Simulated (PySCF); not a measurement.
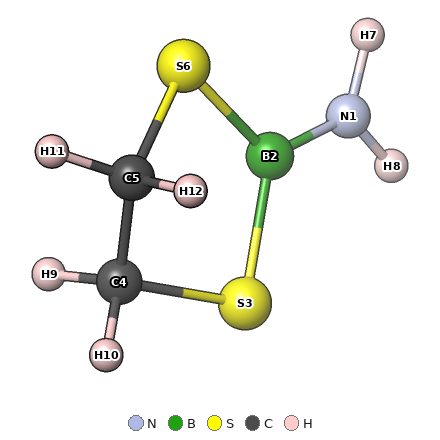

C₂H₆BNS₂, SMILES NB1SCCS1. Vertical core-electron binding energies by ΔSCF (SCAN, pcX-1 on the ionised atom, pcseg-1 elsewhere, spin-free X2C; PySCF 2.14.0, at a PBE0-D3(BJ)/def2-SVP geometry (no frequency check)), gas phase, against the vacuum level. One atom of each kind was ionised; within a panel, areas follow the number of like atoms and 2j + 1 (2p levels are split by first-order spin-orbit coupling, an approximation), Gaussians of 0.8 eV full width. Only the regions named are shown.

Predict the S 2p photoelectron lines.

```csv
level,atoms,binding energy (eV)
S 2p1/2,"S3, S6",170.0
S 2p3/2,"S3, S6",168.8
```

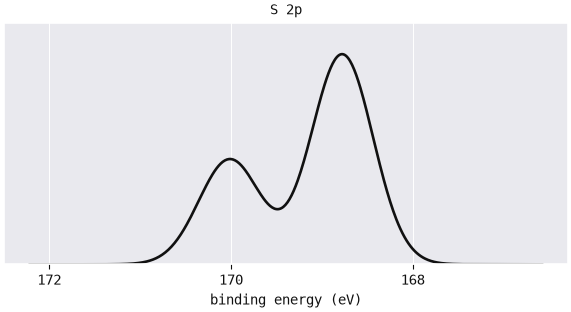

Note: one conformer of a flexible molecule.
